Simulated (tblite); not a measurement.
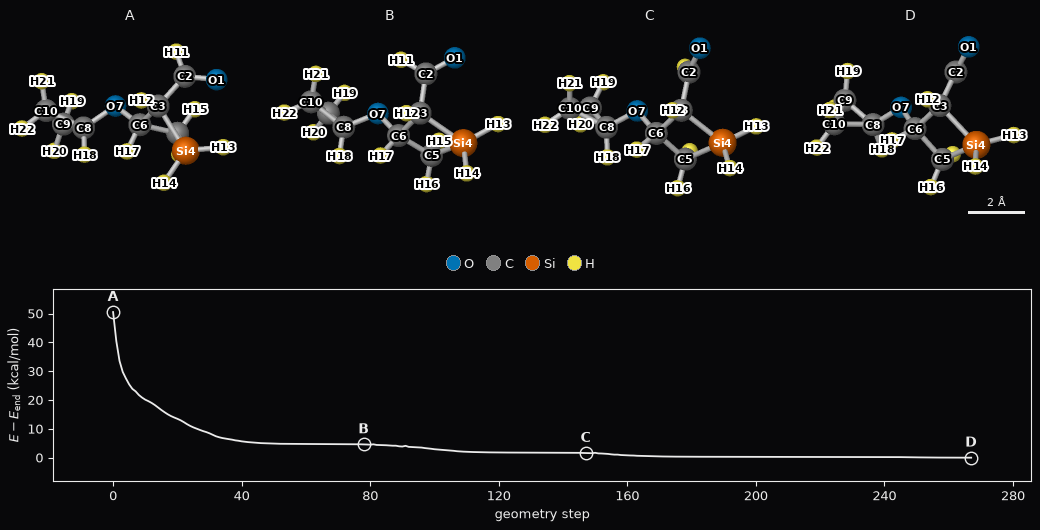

Frames of a relaxation of C$_{7}$H$_{12}$O$_{2}$Si, marked on the history of the run. A ball-and-stick model, seen at a tilt.

These are results of tblite, GFN2-xTB geometry optimisation, gas phase, not measurements. 

**What happens along the run?**

Over 267 geometry steps the energy falls by 50.5 kcal/mol. The atom that moves furthest after the best rigid fit is H16 (1.99 Å). Largest moves by element: H 1.99 Å, O 1.57 Å, C 1.18 Å, Si 0.44 Å. Some distances before and after: C3–C5 2.068 → 2.374 Å, C3–C6 1.480 → 1.541 Å, C10–H22 1.135 → 1.079 Å, C5–C6 1.503 → 1.551 Å. Among the angles between lasting bonds that change: C3–C6–C5 87.8° → 100.3°, C3–Si4–C5 65.9° → 76.1°, C3–C6–O7 120.4° → 111.9°. Groups turn about C2–C3 by about 75°, O7–C8 by about 65°, C6–O7 by about 45°. From step 0 to 78: H14 moves most (1.65 Å), energy −45.9 kcal/mol. From step 78 to 147: H11 moves most (1.16 Å), energy −3.00 kcal/mol. From step 147 to 267: H21 moves most (1.07 Å), energy −1.61 kcal/mol.
